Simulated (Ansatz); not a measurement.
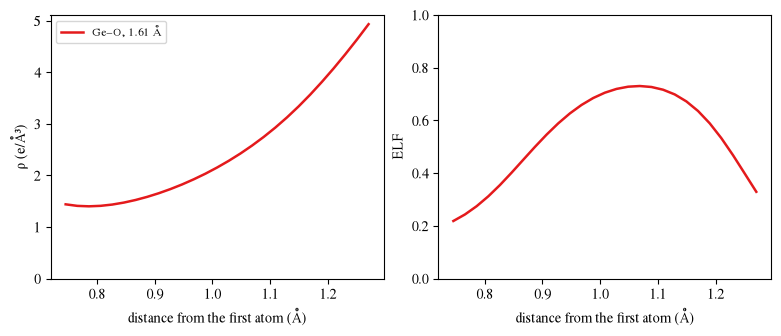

GeO2. Total electron density and electron localisation function along straight lines between neighbouring atoms. The curves leave out the atomic cores.

Geometry: PBE0-D4/def2-TZVP.

These are results of RKS PBE0-D4/def2-TZVP (Ansatz), not measurements.

What can be read from the curves?

Answer. Ge–O (1.61 Å): the density is about 1.4 e/Å³ at the midpoint; the ELF peaks at about 0.75 in the valence shell of O, 0.5 Å from its nucleus, and is about 0.30 at the midpoint.
